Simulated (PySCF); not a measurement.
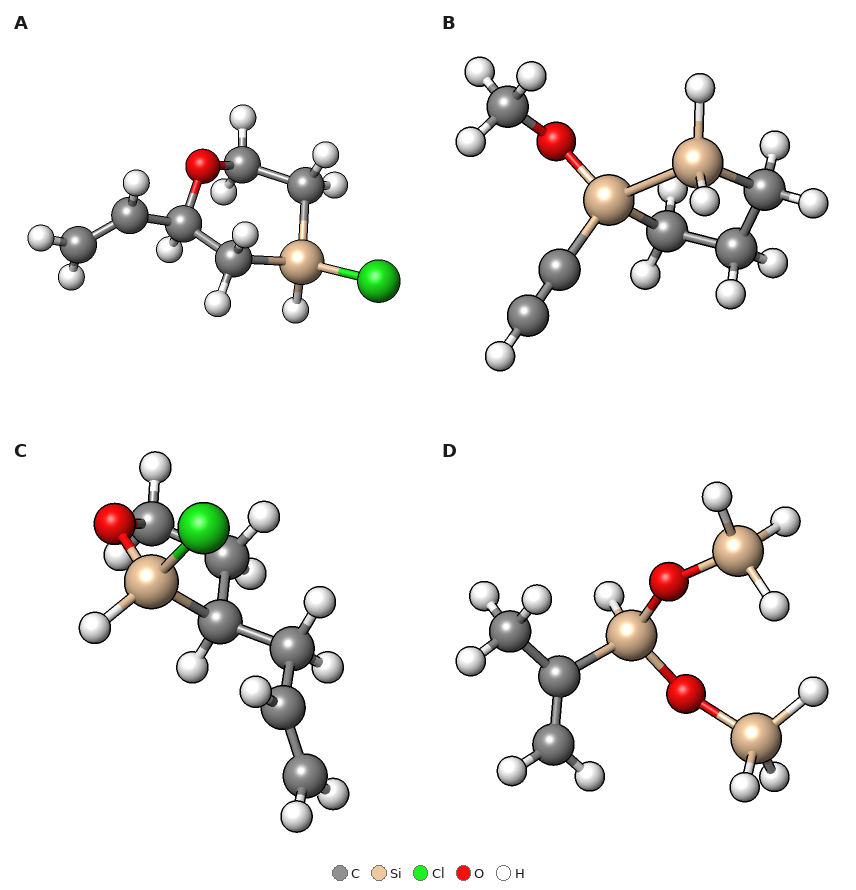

Simulated data, not a measurement (program: PySCF).

```xyz
20
charge 0, multiplicity 1
C     3.3178   -0.3836    0.2653
C     2.1477    0.1249    0.6517
C     1.0898    0.6586   -0.2622
C    -0.1906   -0.1749   -0.2443
C    -1.3361    0.3981   -1.0958
C    -2.6354   -0.2987   -0.6887
O    -2.6421   -0.4940    0.7186
Si   -1.1190   -0.3670    1.3829
Cl   -0.9175    1.3550    2.5226
H     4.0452   -0.7617    0.9887
H     3.5945   -0.4355   -0.7931
H     1.9138    0.1644    1.7247
H     0.8347    1.6875    0.0500
H     1.4798    0.7259   -1.2922
H     0.0395   -1.2029   -0.5849
H    -1.4229    1.4795   -0.8900
H    -1.1479    0.2896   -2.1768
H    -2.7216   -1.2825   -1.1857
H    -3.5198    0.2937   -0.9715
H    -0.8389   -1.5069    2.2872
```

> Which picture belongs to the input above?

C. The file holds C6H11ClOSi, `C=CC[C@@H]1CCO[Si@@H]1Cl`.
